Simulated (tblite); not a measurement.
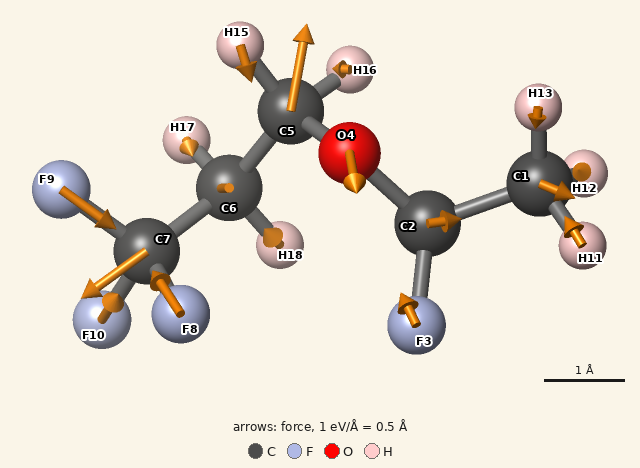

Starting geometry of C5H8F4O with the computed forces as orange arrows. A ball-and-stick model, seen at a tilt.

The calculation used GFN2-xTB geometry optimisation, gas phase (tblite). 

> Is this structure relaxed? If not, where do the atoms go?

It isn't relaxed: the largest force vector, on a C atom, is 2.25 eV/Å. The final displacements have little in common with the starting forces (cosine between the two patterns 0.16). Over 134 geometry steps the energy falls by 82.6 kJ/mol. The atom that moves furthest after the best rigid fit is an H atom (2.03 Å). By element the largest moves are H 2.03 Å, F 1.66 Å, C 0.72 Å, O 0.50 Å. Some distances before and after: C–F 1.406 → 1.345 Å, C–C 1.491 → 1.535 Å, C–O 1.373 → 1.412 Å, C–H 1.127 → 1.094 Å. Among the angles between lasting bonds that change: C–C–H 106.4° → 112.5°, F–C–H 109.7° → 104.0°, O–C–H 104.9° → 110.2°. Groups turn about C–C by about 60°, C–O by about 55°, C–O by about 20°.
